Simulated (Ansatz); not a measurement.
## Fields on a plane of MoS2 (space group R3m)

```yaml
crystal:
  lattice:
    - [1.56315, 0.90249, 5.99097]
    - [-1.56315, 0.90249, 5.99097]
    - [0.00000, -1.80497, 5.99097]
  atoms:
    - { symbol: Mo, position: [0.99976, 0.99976, 0.99976] }
    - { symbol: S, position: [0.41948, 0.41948, 0.41948] }
    - { symbol: S, position: [0.24678, 0.24678, 0.24678] }
```

The slice is a (1 -1 0 2) plane (indices of the conventional cell) through the point (1.000, 1.000, 1.000) (fractional), spanned by u = [1 0 -1] and v = [010] in vectors of this cell: u (3.13 Å) and v (6.26 Å, at 90° to u). It covers one period; positions are fractions (u, v).

Atoms on it: Mo at (0.00, 0.00). Other atoms lie within 1 Å of the plane.

Method: LDA (plane waves to 420 eV, PAW, scalar-relativistic; Ansatz, a program for electronic structure). k mesh 12×12×12. Near the nuclei the fields are pseudised (PAW); where an atom keeps semicore shells as valence, they peak there. MoS2 is run without spin polarisation. MoS2 was relaxed with its symmetry unable to fall. This is one of several known forms of MoS2; the measured ambient cells at hand have space group No. 194.

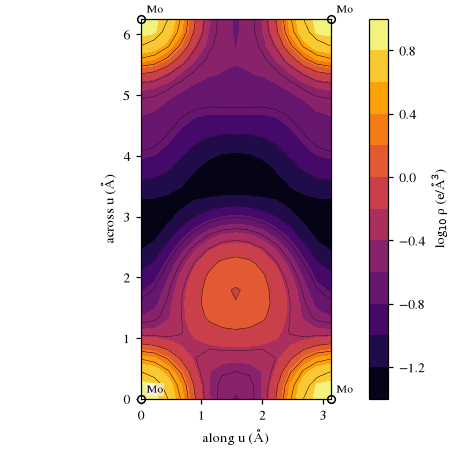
Figure. Log₁₀ of the valence density in e/Å³, one period of the plane, atoms marked. The scale is logarithmic, as a density can span decades between atoms and voids.

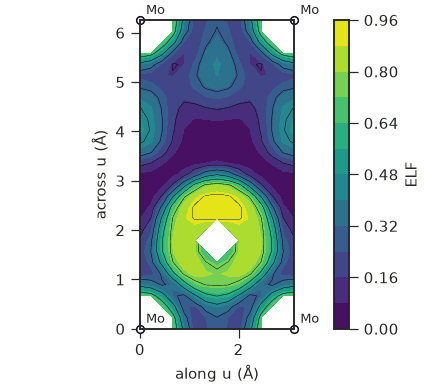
Electron localisation function (ELF), one period of the plane, atoms marked. Points within 0.5 Å of a nucleus are left white, as the pseudised field means little there.
